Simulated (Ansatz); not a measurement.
# PBE-QIDH/cc-pVDZ run of C3H7F (2-fluoropropane)

What is the energy change on altering one bond length of C3H7F (2-fluoropropane) at PBE-QIDH/cc-pVDZ? 

The results are computed with Ansatz 0.2.0.

55 further runs of the same task are left out: 55 set aside as unsound or not needed.

## Step 1: The system as given

C3H7F has 11 atoms, charge 0, and is taken as a singlet. SMILES: `CC(C)F`. Geometry: relaxed at PBE0-D4/def2-TZVP.

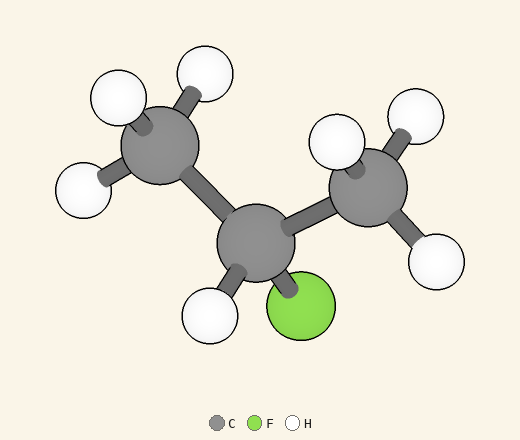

The structure, seen from a chosen angle (carbon grey, fluorine green, hydrogen white).

## Step 2: The energy at PBE-QIDH/cc-pVDZ

molecule.yaml

```yaml
crystal:
  periodic: [false, false, false]
  atoms:
    - {symbol: C, position_ang: [-0.234500, 1.045100, -0.703000]}
    - {symbol: C, position_ang: [-0.479600, -0.306600, -0.081300]}
    - {symbol: C, position_ang: [0.626400, -0.766200, 0.834700]}
    - {symbol: F, position_ang: [-0.614100, -1.242400, -1.108400]}
    - {symbol: H, position_ang: [-1.041900, 1.303400, -1.390000]}
    - {symbol: H, position_ang: [-0.180600, 1.814100, 0.071000]}
    - {symbol: H, position_ang: [0.707700, 1.043900, -1.256000]}
    - {symbol: H, position_ang: [-1.436600, -0.307200, 0.453700]}
    - {symbol: H, position_ang: [1.578500, -0.788700, 0.299400]}
    - {symbol: H, position_ang: [0.417300, -1.766700, 1.216600]}
    - {symbol: H, position_ang: [0.722800, -0.085600, 1.683800]}
basis:
  gaussian:
    orbitals: cc-pVDZ
total_charge: 0
hamiltonian:
  xc: {name: PBE-QIDH}
correlation:
  frozen_orbitals: {C: 1, F: 1, H: 0}
accuracy: high
output: {orbitals: {seedname: orbitals}}
```

On the command line:

```console
$ ansatz run molecule.yaml --threads 1 --pin off --max-ram 3480MiB --events-out events.jsonl --progress --plain --runs-dir runs
```

What it wrote:

```text
Warning: RAYON_NUM_THREADS=1 ignored (pool sized by the plan → 1); use --threads N
Functional definition: PBE-QIDH
  name "PBE-QIDH"
  parameter a = 3^(-1/3)
  parameter c = 1/3
  exchange = (1 - a)*pbe_x + a*exact_x
  correlation = (1 - c)*pbe_c + c*(mp2_os + mp2_ss)
2224 factors; integrals over basis functions are off by at most 3.6e-9 eV
mean field evaluation 1: about -5924.8809 eV, gradient 3.3e1 eV
mean field evaluation 2: about -5924.9977 eV, gradient 3.3e1 eV
mean field evaluation 4: about -5927.5036 eV, gradient 2.1e0 eV
mean field evaluation 8: about -5927.5169 eV, gradient 2.3e-2 eV
mean field evaluation 16: about -5927.5169 eV, gradient 3.4e-6 eV
mean field -5927.51687839 eV, -217.8322274654 hartree, gradient 4.9e-8 eV, S^2 0.000000; 0 other end points of the search recorded, 0 dependent functions left out
4 core orbitals not correlated: weight in the atoms' cores, before any rotation towards them, 1.000 or more for the frozen orbitals, at most 0.000 for the correlated occupied ones
reference -5927.51687929 eV, -217.8322274988 hartree; 13, 13 occupied and 74, 74 virtual orbitals, 2224 factors
second order -18.92675930 eV of doubles, -0.00000000 eV of singles
Total energy: -5933.82579906 eV, -218.0640760239 hartree
```

Run time: 12 s. Hardware: 1 thread of Arm Neoverse V1, shared host; peak memory 0.32 GiB.

## Step 3: The distorted shape at the same level

input.yaml

```yaml
crystal:
  periodic: [false, false, false]
  atoms:
    - {symbol: C, position_ang: [-0.375854, 1.045280, -0.620036]}
    - {symbol: C, position_ang: [-0.620954, -0.306420, 0.001664]}
    - {symbol: C, position_ang: [0.485046, -0.766020, 0.917664]}
    - {symbol: F, position_ang: [-0.755454, -1.242220, -1.025436]}
    - {symbol: H, position_ang: [-1.183254, 1.303580, -1.307036]}
    - {symbol: H, position_ang: [-0.321954, 1.814280, 0.153964]}
    - {symbol: H, position_ang: [0.707700, 1.043900, -1.256000]}
    - {symbol: H, position_ang: [-1.577954, -0.307020, 0.536664]}
    - {symbol: H, position_ang: [1.437146, -0.788520, 0.382364]}
    - {symbol: H, position_ang: [0.275946, -1.766520, 1.299564]}
    - {symbol: H, position_ang: [0.581446, -0.085420, 1.766764]}
basis:
  gaussian: {orbitals: cc-pVDZ}
hamiltonian: {xc: {name: PBE-QIDH}}
correlation: {frozen_orbitals: {C: 1, F: 1, H: 0}}
accuracy: high
output: {orbitals: {seedname: orbitals}}
```

On the command line:

```console
$ ansatz run input.yaml --threads 1 --pin off --max-ram 3480MiB --events-out events.jsonl --progress --plain --runs-dir runs
```

What it wrote, cut to the lines that bear on the results:

```text
Warning: RAYON_NUM_THREADS=1 ignored (pool sized by the plan → 1); use --threads N
Functional definition: PBE-QIDH
  name "PBE-QIDH"
[...]
2225 factors; integrals over basis functions are off by at most 3.5e-9 eV
[...]
mean field -5927.15758796 eV, -217.8190237857 hartree, gradient 3.7e-8 eV, S^2 0.000000; 0 other end points of the search recorded, 0 dependent functions left out
4 core orbitals not correlated: weight in the atoms' cores, before any rotation towards them, 1.000 or more for the frozen orbitals, at most 0.000 for the correlated occupied ones
reference -5927.15758888 eV, -217.8190238198 hartree; 13, 13 occupied and 74, 74 virtual orbitals, 2225 factors
second order -19.00843669 eV of doubles, -0.00000000 eV of singles
Total energy: -5933.49373445 eV, -218.0518728744 hartree
```

Run time: 11 s. Hardware: 1 thread of Arm Neoverse V1, shared host; peak memory 0.32 GiB.

## Step 4: Results

Level: PBE-QIDH/cc-pVDZ, 4 core orbitals frozen.

| quantity | value |
| --- | --- |
| first shape: total energy | -218.06408 Eh |
| first shape: HOMO energy (SCF part's orbitals) | -11.62 eV |
| first shape: LUMO energy (SCF part's orbitals) | 3.60 eV |
| first shape: HOMO–LUMO gap (SCF part's orbitals) | 15.22 eV |
| distorted shape: total energy | -218.05187 Eh |
| distorted shape: HOMO energy (SCF part's orbitals) | -11.51 eV |
| distorted shape: LUMO energy (SCF part's orbitals) | 3.53 eV |
| distorted shape: HOMO–LUMO gap (SCF part's orbitals) | 15.04 eV |
| energy change with the C1–H7 bond stretched from 1.092 to 1.256 Å | 0.332 eV |

**Reading.** With the C1–H7 bond stretched from 1.092 to 1.256 Å the energy rises by 0.33 eV (32.0 kJ/mol). The first shape isn't relaxed at this level, so the change isn't measured from a minimum.
